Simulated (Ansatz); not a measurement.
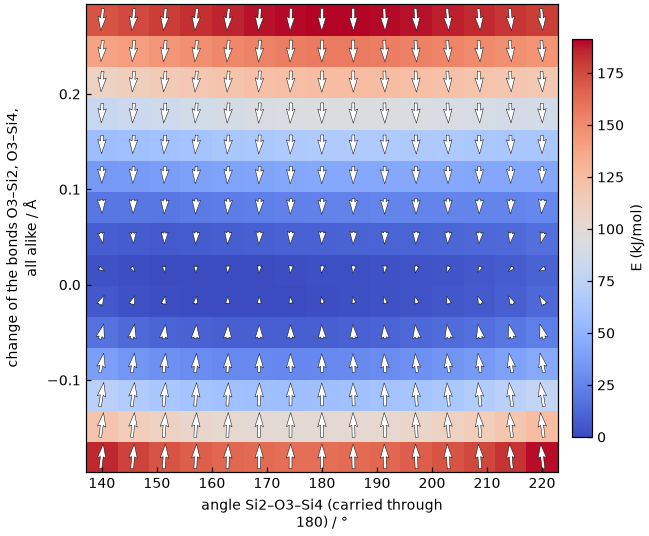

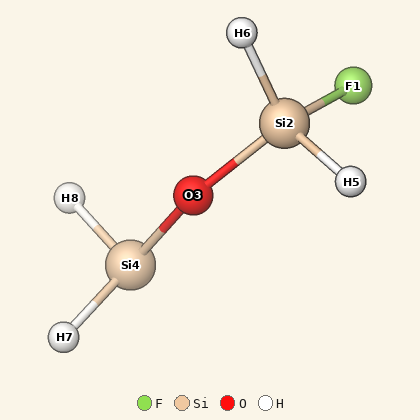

Energy landscape of FH₄OSi₂, SMILES F[SiH2]O[SiH2], spin multiplicity 2. 
- First axis: angle Si2–O3–Si4 (carried through 180). Second axis: change of the bonds O3–Si2, O3–Si4, all alike.
- Nothing is relaxed (all other coordinates rigid).
- The scan uses a 15 × 15 grid.
- Points are written as (first, second).
- Energies are in kJ/mol, from the lowest grid point.
- The calculation used UHF/def2-SVP in Ansatz.

The picture shows one coloured cell a grid point, arrows along the force (downhill), their lengths compressed. The second picture is the structure at the lowest point.

> What does the map say about the system?

The lowest grid point is at (157.1°, 0.016 Å). The highest grid point, (185.7°, 0.278 Å), lies 191 kJ/mol above the lowest.

The values on the grid:

```
second ↓, first →  140.0  145.7  151.4  157.1  162.9  168.6  174.3  180.0  185.7  191.4  197.1  202.9  208.6  214.3  220.0
            0.278    172    175    179    183    186    188    190    191    191    191    189    187    184    181    179
            0.245    139    142    145    149    151    154    156    157    157    156    155    153    151    148    146
            0.213    109    112    115    117    120    122    124    125    125    124    123    122    120    118    117
            0.180     81     83     85     88     90     92     93     94     94     94     93     92     91     90     89
            0.147     56     58     59     61     63     65     66     67     67     67     66     66     65     64     64
            0.115     36     36     38     39     40     42     43     44     44     44     44     43     43     43     43
            0.082     19     19     19     20     21     22     23     24     24     25     25     25     25     25     26
            0.049      8      7      7      7      8      8      9     10     10     11     11     11     12     13     15
            0.016      3      1      0      0      0      1      1      2      2      3      4      4      6      7     10
           −0.016      5      3      1      0      0      0      0      1      2      2      3      5      7      9     12
           −0.049     17     13     11      9      9      8      8      9     10     11     12     14     16     19     23
           −0.082     39     34     31     29     28     27     27     27     28     29     31     33     36     40     45
           −0.115     73     67     63     61     59     58     57     58     58     60     62     65     68     73     78
           −0.147    120    113    109    105    103    101    101    101    102    103    106    109    113    118    125
           −0.180    185    178    172    168    165    163    162    162    163    165    168    172    176    182    190
```

The input of one point:

```yaml
crystal:
  periodic: [false, false, false]
  atoms:
    - { symbol: F, position_ang: [-0.039778, 1.702483, 1.578566] }
    - { symbol: Si, position_ang: [0.415735, 1.316412, 0.0865] }
    - { symbol: O, position_ang: [-0.073141, -0.214412, -0.229479] }
    - { symbol: Si, position_ang: [-0.902479, -1.641247, 0.006371] }
    - { symbol: H, position_ang: [-0.234004, 2.263657, -0.828169] }
    - { symbol: H, position_ang: [1.87995, 1.40488, 0.03408] }
    - { symbol: H, position_ang: [-1.026724, -2.341241, -1.292194] }
    - { symbol: H, position_ang: [-0.176058, -2.490648, 0.978999] }
magnetization:
  spin_polarized: true
  initial_magnetization: 1
basis:
  gaussian: { orbitals: def2-SVP }
hamiltonian:
  xc: hf
output:
  forces: true
```

Each point was launched as `ansatz run input.yaml --threads 1 --pin off --max-ram 2560MiB --backend cpu --events-out ev --progress --plain --runs-dir out`. Time for the 225 points that were run: 15 min on 1 thread of Arm Neoverse N1 (shared host).
